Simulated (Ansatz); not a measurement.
# ClFH$_{4}$OSi$_{2}$ (SMILES O[Si](F)([SiH3])Cl): what the fields show

```xyz
9

O    -0.5034    1.8516   -0.1950
Si    0.3406    0.5180   -0.5783
F     1.9022    0.8362   -0.5563
Si   -0.1787   -1.1806    0.9283
Cl   -0.0657   -0.0396   -2.5120
H    -0.5434    2.5832   -0.8149
H    -1.6230   -1.5011    0.8065
H     0.6329   -2.3776    0.5924
H     0.1271   -0.7365    2.3122
```

Geometry: PBE0-D4/def2-TZVP.

All numbers below come from RKS PBE0-D4/def2-TZVPP (Ansatz 0.2.0).

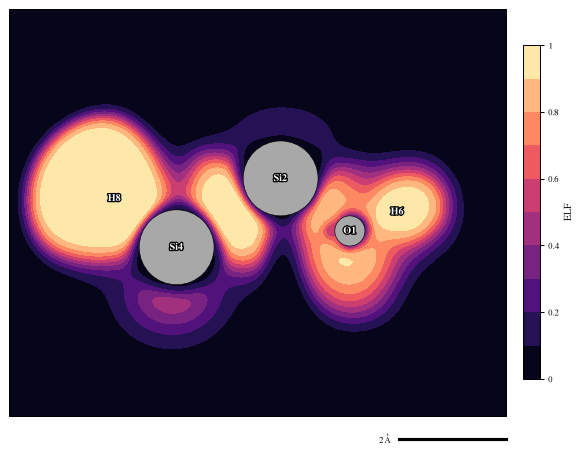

Figure 1. Electron localisation function on the plane of atoms Si2, Si4 and H8. Grey discs cover the atomic cores.

### Describe what can be read from this map.

- The section cuts through O, Si and H sites.
- Si–O (1.62 Å): the ELF peaks at about 0.85 between the atoms; a short, strongly polar bond.
- Si–Si (2.33 Å): the ELF peaks at about 1 between the atoms: a covalent bond.
- O–H (0.96 Å): the ELF climbs to about 1 towards the hydrogen, as it does in any bond to H: a covalent bond by its length.
- Si–H (1.48 Å): the ELF climbs to about 1 towards the hydrogen.
- The ELF also peaks beside O1, away from the bonds: lone-pair regions.

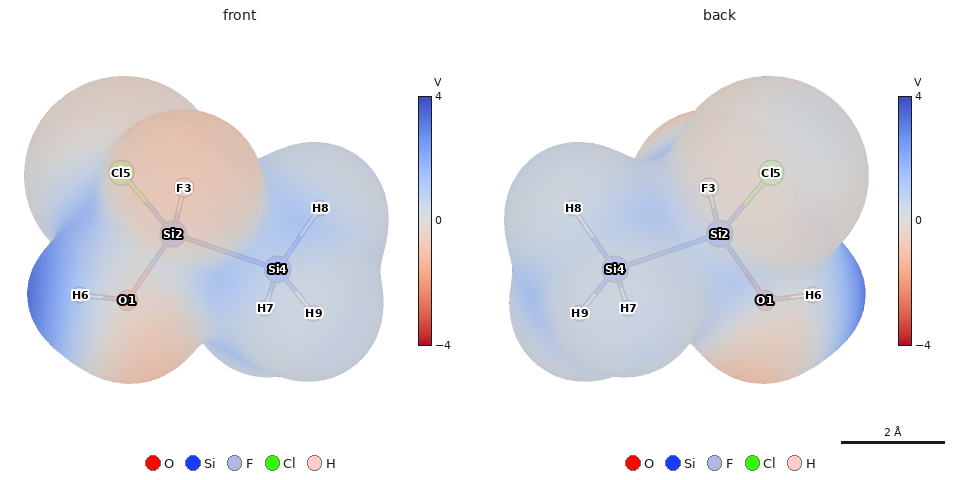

Figure 2. The electrostatic potential painted on the density surface at 0.002 e/bohr³, seen from the front and from behind; red is negative and blue positive.

### Which sites attract a positive test charge, and which a negative one?

A positive charge is drawn to the negative regions and a negative charge to the positive ones. The most negative region (about −0.9 V) lies over O1 and F3, the most positive (about +2.9 V) over H6.

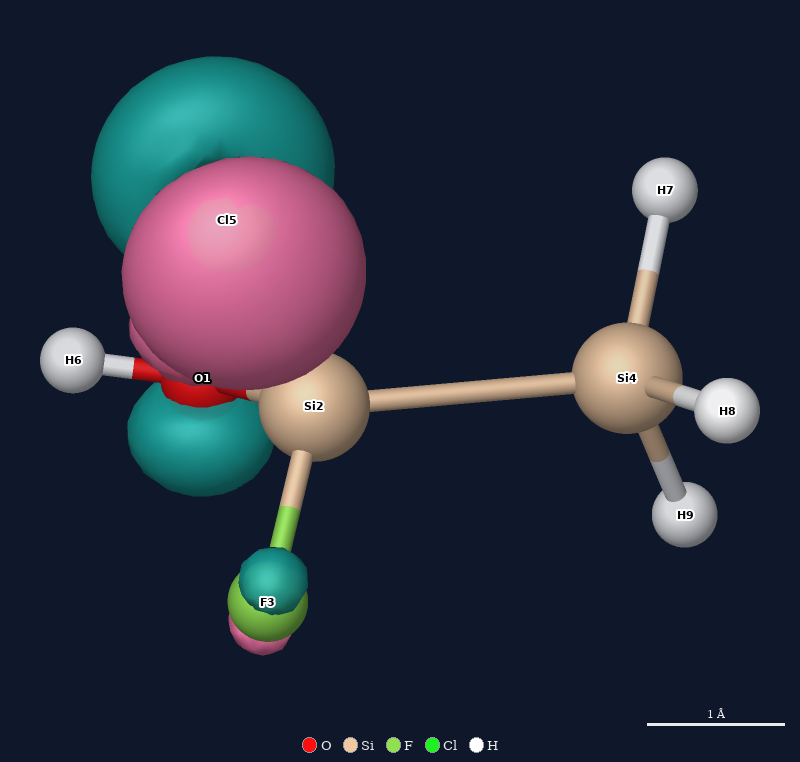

Figure 3. The HOMO−1 at ±0.2 Å⁻³ᐟ² (teal and pink are the two phases), seen from one side.

### Where does this orbital lie, and at what energy?

It lies mainly on Cl5 (about 75 %) and O1 (about 15 %); largely a lone pair of Cl5. Its energy is −9.44 eV.
